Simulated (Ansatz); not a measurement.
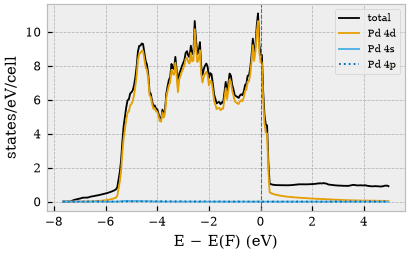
*Total and projected density of states of Pd (dhcp (α-La type), P6_3/mmc), PBEsol (plane waves, PAW; program Ansatz)*

Q: Which orbitals carry the states next to the Fermi level?

A: Within 0.5 eV of the Fermi level: Pd 4d 93 %, outside the projected shells 7 %. Projections are on Löwdin-orthogonalised atomic valence shells; empty p or d shells of many metals are not among them.

The first step of the workflow began from a Materials Project structure, measured or hypothetical; the Crystallography Open Database copy checked does not list it. It is not the phase usual at ambient conditions (space group No. 225). Symmetry was held in the PBEsol relaxation; its stability against distortions is not shown here. The final state is ferromagnetic, the only order run, not a proven ground state. Spin–orbit coupling is left out wherever it is not named.

Potentials: the later of the program's two PAW sets.
